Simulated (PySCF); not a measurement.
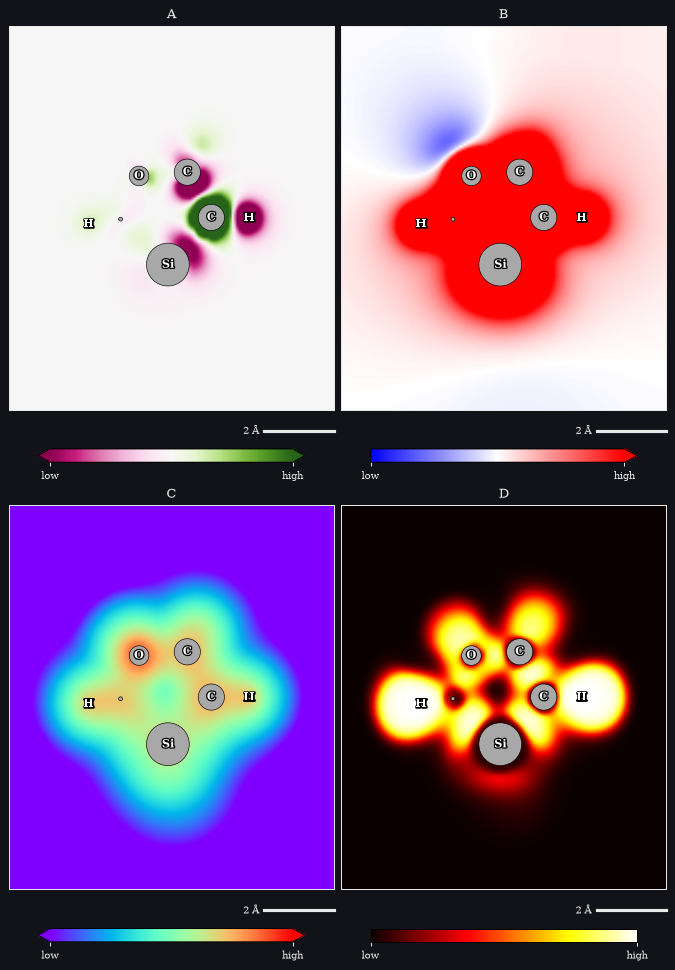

C₄H₆NOSi (doublet): 4 fields on the plane of atoms Si3, C4 and H9, with unlabelled colour scales. Grey discs cover the atomic cores.

Geometry: GFN2-xTB.

The calculation used UKS B3LYP, pcH-1 on C H N O Si, non-relativistic, mean-field spin-orbit, GIAO (PySCF).

```yaml
atoms:
  - { symbol: N, position_ang: [3.1890, -1.2871, -1.0736] }
  - { symbol: C, position_ang: [2.3694, -0.7404, -0.4892] }
  - { symbol: Si, position_ang: [1.0381, 0.1252, 0.4998] }
  - { symbol: C, position_ang: [-0.4337, -0.9365, 0.8229] }
  - { symbol: C, position_ang: [-1.6247, -0.3218, 0.2017] }
  - { symbol: O, position_ang: [-1.3919, 0.9967, -0.2250] }
  - { symbol: C, position_ang: [-0.0485, 1.2171, -0.6433] }
  - { symbol: H, position_ang: [1.6879, 0.8243, 1.6106] }
  - { symbol: H, position_ang: [-0.5401, -1.8910, 1.3045] }
  - { symbol: H, position_ang: [-2.4812, -0.2832, 0.8885] }
  - { symbol: H, position_ang: [-1.9467, -0.9444, -0.6595] }
  - { symbol: H, position_ang: [0.1222, 2.2884, -0.5503] }
  - { symbol: H, position_ang: [0.0559, 0.9532, -1.7048] }
```

Q: The panels show electron density, electron localisation function, electrostatic potential and spin density in some order. Assign them.

A: Panel A: spin density (confined to the atoms that carry the unpaired spin). Panel B: electrostatic potential (strongly positive close to the atoms, with negative regions outside electron-rich atoms). Panel C: electron density. Panel D: electron localisation function. From the grid: C–O (1.41 Å): the density is about 2.1 e/Å³ at the midpoint, with its minimum of 1.8 e/Å³ about 0.5 Å from C; the ELF peaks at about 0.90 between the atoms (a polar covalent bond). C–C (1.48 Å): the density is about 1.8 e/Å³ at the midpoint; the ELF peaks at about 0.95 between the atoms (a shared electron pair).
